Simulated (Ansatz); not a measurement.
# Br2+ (doublet): PBE, BLYP, r2SCAN, B97M-V, PBE0, B3LYP, wB97M-V, B2PLYP over vertical gaps between states, def2-QZVPP, part 2 of 2

Ansatz 0.2.0, Gaussian basis; def2-QZVPP, all electrons in the functionals, frozen cores in the correlation of double hybrids and RPA.

### Step 15. wB97M-V, charge 1, quartet

The input, in.yaml:

```yaml
crystal:
  periodic: [false, false, false]
  atoms:
    - {symbol: Br, position_ang: [0.000000, 0.000000, 0.000000]}
    - {symbol: Br, position_ang: [0.000000, 0.000000, 2.191400]}
basis:
  gaussian: {orbitals: "def2-QZVPP.json"}
total_charge: 1
magnetization: {spin_polarized: true, initial_magnetization: 3}
hamiltonian: {xc: {name: wB97M-V}}
output: {orbitals: {seedname: orbitals}}
```

Command:

```
$ ansatz run in.yaml --threads 1 --pin off --events-out ev --progress --plain --max-ram 2393MiB
```

What it wrote (excerpt; [...] marks lines left out):

```text
Functional definition: wB97M-V
  name "wB97M-V"
  cite "Mardirossian & Head-Gordon, J. Chem. Phys. 144, 214110 (2016) doi:10.1063/1.4952647"
  cite "Becke, J. Chem. Phys. 107, 8554 (1997) doi:10.1063/1.475007"
  cite "Vydrov & Van Voorhis, J. Chem. Phys. 133, 244103 (2010) doi:10.1063/1.3521275"
  # Of w^i u^j: cxij and so on, Table III.
[...]
  gx(w, u) = 1 - cx + cx01*u + cx10*w
  gss(w, u) = css00 + css04*u^4 + css10*w + css20*w^2 + css43*w^4*u^3
  gos(w, u) = cos00 + cos10*w + (cos20 + cos21*u)*w^2 + (cos60 + cos61*u)*w^6
[...]
      + integral(e_c_pw_mod_opposite_spin*gos(b97_w_opposite, b97_u_opposite)) + vv10(b, c)
1040 factors; their error is unknown
99 factors; integrals over basis functions are off by at most 9.5e-5 eV
[...]
mean field -140074.16211311 eV, -5147.6305119795 hartree, gradient 1.2e-5 eV, S^2 3.760513; 1 other end points of the search recorded, 0 dependent functions left out
reference -140074.16214801 eV, -5147.6305132621 hartree; 36, 33 occupied and 142, 145 virtual orbitals, 1040 factors
Total energy: -140074.16214801 eV, -5147.6305132621 hartree
```

It took 31 s on 1 thread of Intel Xeon 6975P-C, shared host; peak memory 0.95 GiB.

From the report: ⟨S²⟩ of the determinant 3.761 (pure quartet: 3.75).

From charge 1, doublet: +2.663 eV.

### Step 16. B2PLYP, charge 1, doublet

The input, in.yaml:

```yaml
crystal:
  periodic: [false, false, false]
  atoms:
    - {symbol: Br, position_ang: [0.000000, 0.000000, 0.000000]}
    - {symbol: Br, position_ang: [0.000000, 0.000000, 2.191400]}
basis:
  gaussian: {orbitals: "def2-QZVPP.json"}
total_charge: 1
magnetization: {spin_polarized: true, initial_magnetization: 1}
hamiltonian: {xc: {name: B2PLYP}}
correlation: {electrons: outside_noble_gas}
```

Same command.

What it wrote (excerpt; [...] marks lines left out):

```text
Functional definition: B2PLYP
  name "B2PLYP"
  cite "Grimme, J. Chem. Phys. 124, 034108 (2006) doi:10.1063/1.2148954"
  cite "Becke, Phys. Rev. A 38, 3098 (1988) doi:10.1103/PhysRevA.38.3098"
  cite "Lee, Yang & Parr, Phys. Rev. B 37, 785 (1988) doi:10.1103/PhysRevB.37.785"
[...]
1194 factors; integrals over basis functions are off by at most 5.9e-4 eV
[...]
mean field -140059.22643806 eV, -5147.0816360452 hartree, gradient 1.4e-6 eV, S^2 0.758581; 0 other end points of the search recorded, 0 dependent functions left out
28 core orbitals not correlated: weight in the atoms' cores, before any rotation towards them, 1.000 or more for the frozen orbitals, at most 0.000 for the correlated occupied ones
reference -140059.22655879 eV, -5147.0816404818 hartree; 7, 6 occupied and 143, 144 virtual orbitals, 1194 factors
second order -11.31790247 eV of doubles, -0.00000000 eV of singles
Total energy: -140062.28239245 eV, -5147.1939402978 hartree
```

It took 10 s on 1 thread of Intel Xeon 6975P-C, shared host; peak memory 0.54 GiB.

From the report: ⟨S²⟩ of the determinant 0.759 (pure doublet: 0.75).

### Step 17. B2PLYP, charge 1, quartet

in.yaml, as its differences from that of step 16:

```diff
@@ -8,3 +8,3 @@
 total_charge: 1
-magnetization: {spin_polarized: true, initial_magnetization: 1}
+magnetization: {spin_polarized: true, initial_magnetization: 3}
 hamiltonian: {xc: {name: B2PLYP}}
```

Launched as before.

What it wrote (excerpt; [...] marks lines left out):

```text
Functional definition: B2PLYP
  name "B2PLYP"
  cite "Grimme, J. Chem. Phys. 124, 034108 (2006) doi:10.1063/1.2148954"
  cite "Becke, Phys. Rev. A 38, 3098 (1988) doi:10.1103/PhysRevA.38.3098"
  cite "Lee, Yang & Parr, Phys. Rev. B 37, 785 (1988) doi:10.1103/PhysRevB.37.785"
[...]
1194 factors; integrals over basis functions are off by at most 5.9e-4 eV
[...]
mean field -140056.70842236 eV, -5146.9891006752 hartree, gradient 2.5e-6 eV, S^2 3.766208; 4 other end points of the search recorded, 0 dependent functions left out
28 core orbitals not correlated: weight in the atoms' cores, before any rotation towards them, 1.000 or more for the frozen orbitals, at most 0.000 for the correlated occupied ones
reference -140056.70854335 eV, -5146.9891051215 hartree; 8, 5 occupied and 142, 145 virtual orbitals, 1194 factors
second order -11.41151600 eV of doubles, -0.00000000 eV of singles
Total energy: -140059.78965267 eV, -5147.1023338005 hartree
```

Wall time 23 s (1 thread of Intel Xeon 6975P-C, shared host); peak memory 0.61 GiB.

From the report: ⟨S²⟩ of the determinant 3.766 (pure quartet: 3.75).

From charge 1, doublet: +2.493 eV.

### Step 18. Against the wave-function levels

No level is safe as a reference over these points; RCCSD(T) serves as a yardstick only. It and the other wave-function rows come from earlier runs at the same points. Energies in eV, counted from charge 1, doublet; blanks weren't run or aren't comparable.

```
   level  doublet to quartet
RCCSD(T)               2.556
     PBE               2.343
    BLYP               2.381
  r2SCAN               2.309
  B97M-V               2.473
    PBE0               2.440
   B3LYP               2.465
 wB97M-V               2.663
  B2PLYP               2.493
     UHF               2.284
    RMP2               2.385
   RCCSD               2.632
```

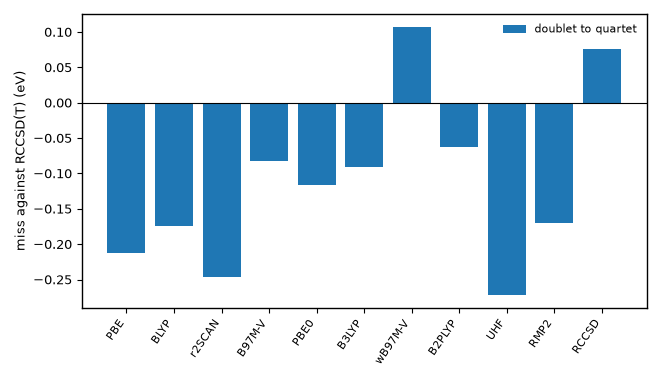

Misses of the gaps against RCCSD(T).

Largest miss and mean time a point (RCCSD(T) took 11 min a point; shared hosts):

```
  level  largest miss (eV)               where  time a point
    PBE             -0.213  doublet to quartet         3.1 s
   BLYP             -0.174  doublet to quartet           4 s
 r2SCAN             -0.247  doublet to quartet         5.9 s
 B97M-V             -0.083  doublet to quartet         9.3 s
   PBE0             -0.116  doublet to quartet         5.5 s
  B3LYP             -0.090  doublet to quartet         6.8 s
wB97M-V             +0.107  doublet to quartet          21 s
 B2PLYP             -0.063  doublet to quartet          17 s
    UHF             -0.272  doublet to quartet              
   RMP2             -0.171  doublet to quartet              
  RCCSD             +0.076  doublet to quartet
```

### Step 19. Results

The summary covers parts 1 to 2.

| quantity | value |
| --- | --- |
| doublet to quartet, RCCSD(T) | 2.556 eV |
| largest miss, PBE | -0.213 eV (doublet to quartet) |
| largest miss, BLYP | -0.174 eV (doublet to quartet) |
| largest miss, r2SCAN | -0.247 eV (doublet to quartet) |
| largest miss, B97M-V | -0.083 eV (doublet to quartet) |
| largest miss, PBE0 | -0.116 eV (doublet to quartet) |
| largest miss, B3LYP | -0.090 eV (doublet to quartet) |
| largest miss, wB97M-V | +0.107 eV (doublet to quartet) |
| largest miss, B2PLYP | -0.063 eV (doublet to quartet) |

**Reading.** Of the functionals, B2PLYP keep the smallest largest miss at the points compared (at most 0.063 eV) and r2SCAN strays most (0.247 eV, at doublet to quartet). Functionals and the yardstick converge differently with the basis, so part of each miss in def2-QZVPP is the basis. The yardstick itself may be off where one determinant is a poor start. The program flags that the yardstick's amplitudes may have other solutions at some points.
